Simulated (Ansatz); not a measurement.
```xyz
5

B    -0.0518   -0.2785   -0.2571
Cl    1.9422    2.3903    1.7061
F    -0.1914   -1.5588    0.0334
Si   -0.5035    1.2146   -1.5224
Si    0.7460    1.4472    0.2709
```

Geometry: BLYP-D3(BJ)/def2-SVP.

All numbers below come from isolated molecule in a Gaussian basis; Kohn-Sham density functional theory, functional PBE0 (Ansatz).

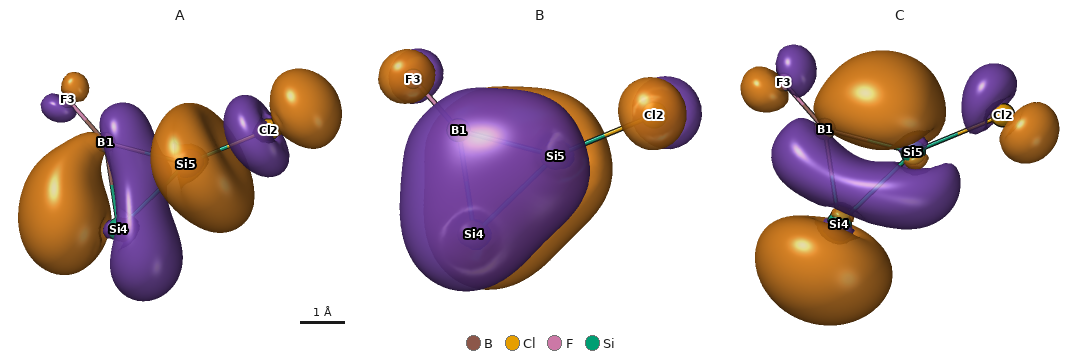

BClFSi2 (SMILES FB1[Si]=[Si]1Cl) (doublet). Three frontier orbitals at ±0.08 Å⁻³ᐟ² (orange and purple are the two phases), in no order.

**Which picture is the HOMO−1, the HOMO and the LUMO? All are α orbitals.**

B is the HOMO−1 (α) (−6.95 eV). By Hirshfeld shares it lies mainly on Si4 (about 35 %), Si5 (about 35 %) and B1 (about 20 %); it changes sign across the molecular plane (π type); π-bonding across B1–Si4, B1–Si5 and Si4–Si5. C is the HOMO (α) (−6.46 eV). By Hirshfeld shares it lies mainly on Si4 (about 45 %), Si5 (about 25 %) and B1 (about 20 %); it is symmetric in the molecular plane (an in-plane orbital: σ, lone-pair or in-plane π type). A is the LUMO (α) (−2.10 eV). By Hirshfeld shares it lies mainly on Si5 (about 35 %), Si4 (about 30 %), Cl2 (about 20 %) and B1 (about 10 %); it is symmetric in the molecular plane (an in-plane orbital: σ, lone-pair or in-plane π type).

**What is the gap between the highest occupied and lowest empty α orbitals?**

4.36 eV between the orbital energies.
